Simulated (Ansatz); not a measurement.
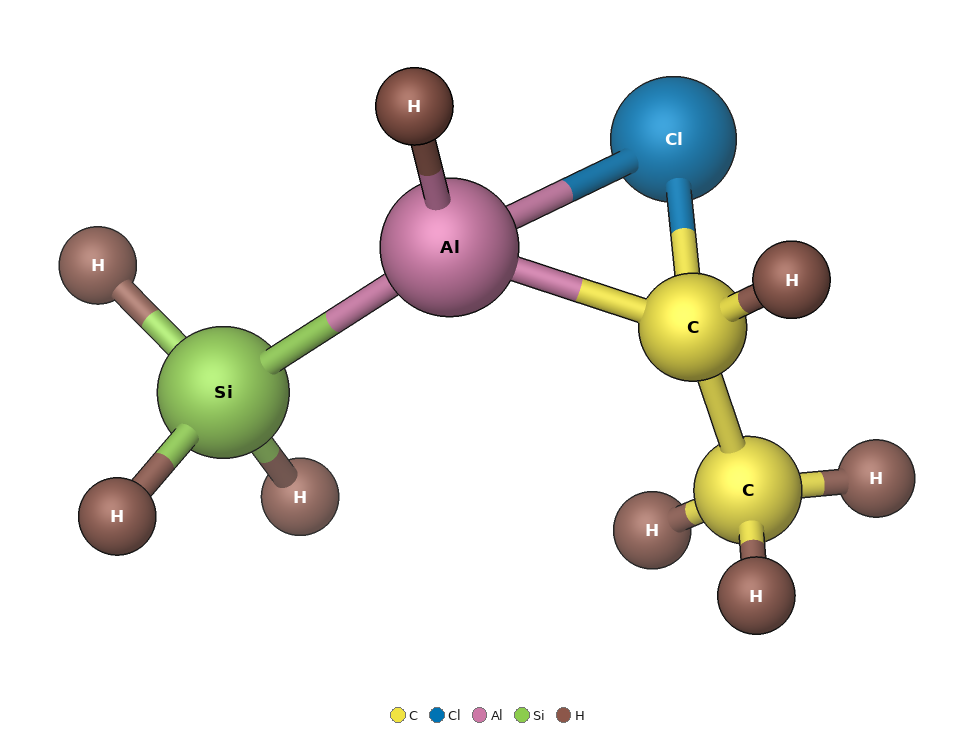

The picture shows a molecular structure as a ball-and-stick model. Every bond is drawn as one stick, whatever its order.

Description:

Formula C₂H₈AlClSi. The point group is C1. Coordination, clear cases only: 1 C tetrahedral; 1 Si tetrahedral.

The parts below concern this one geometry. Atoms keep their numbers from picture to picture. The computed structure is the end point of a PBE0-D4/def2-TZVP optimisation.

## Vibrations

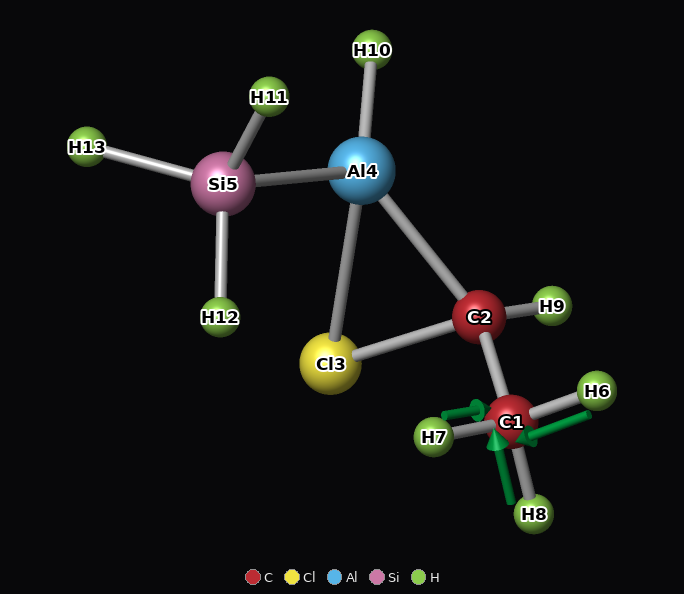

The arrows show one normal mode. Harmonic vibrations computed with RKS PBE0-D4/def2-TZVP (Ansatz 0.2.0) at a stationary point of the same level.

> What kind of motion is it?

Mostly in-phase stretching of 3 C–H bonds.

> At what wavenumber does it lie?

3036 cm⁻¹; it is mode 30 of 33 counted from the lowest.

## Electronic properties

Method: RKS HSE06 (plane-wave form)-D4/def2-TZVPP (Ansatz 0.2.0).

Computed properties:

- HOMO energy (Kohn–Sham orbital): −6.98 eV
- LUMO energy (Kohn–Sham orbital): −1.35 eV
- HOMO–LUMO gap: 5.63 eV
- dispersion correction: −24.9 kJ/mol

## Charges

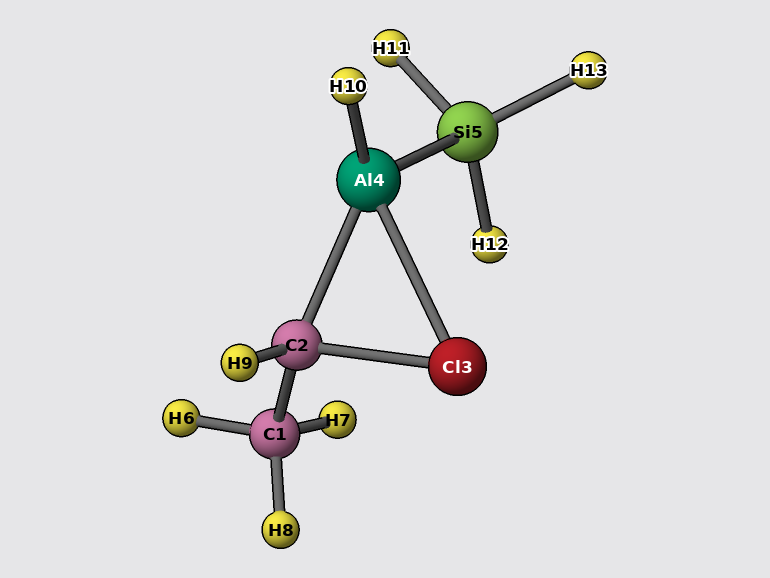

The questions are on Mulliken charges. Properties computed with RKS PBE0-D4/def2-TZVP (Ansatz 0.2.0).

Give the Mulliken charges atom by atom.

```
atom  value (e)
  C1      −0.35
  C2      −0.19
 Cl3      −0.12
 Al4       0.39
 Si5      −0.13
  H6       0.13
  H7       0.14
  H8       0.13
  H9       0.15
 H10      −0.10
 H11      −0.02
 H12      −0.02
 H13      −0.02
```

Mulliken values depend strongly on the basis set and can even reverse the polarity of a bond.
